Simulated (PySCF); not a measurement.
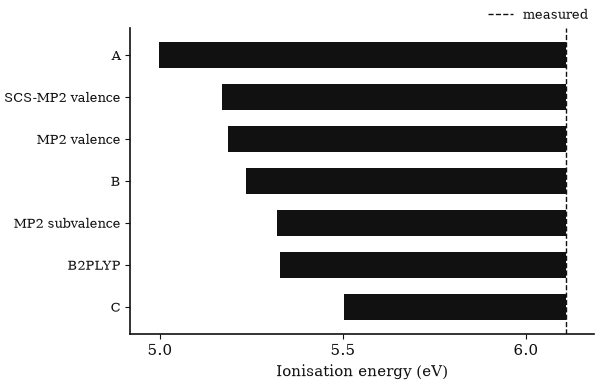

The ionisation energy of neutral thallium ([Xe] 4f¹⁴ 5d¹⁰ 6s² 6p → [Xe] 4f¹⁴ 5d¹⁰ 6s²) by several methods, in rising order. PySCF, x2c-QZVPPall, spin-free X2C-1e, unrestricted single determinants, no spin-orbit coupling. Methods marked “valence” freeze 78 core electrons; methods marked “subvalence” freeze 60 core electrons. The lettered entries are HF, SCS-MP2 subvalence and r2SCANh in some order.

> Which letter is which method?

A is HF (4.997 eV); B is SCS-MP2 subvalence (5.235 eV); C is r2SCANh (5.502 eV). The values run from 4.997 eV (HF) to 5.502 eV (r2SCANh). The measured value is 6.108 eV; nearest to it come r2SCANh (−0.606) and B2PLYP (−0.781), furthest HF (−1.111 eV).

Known limits: spin-orbit shift not estimated.
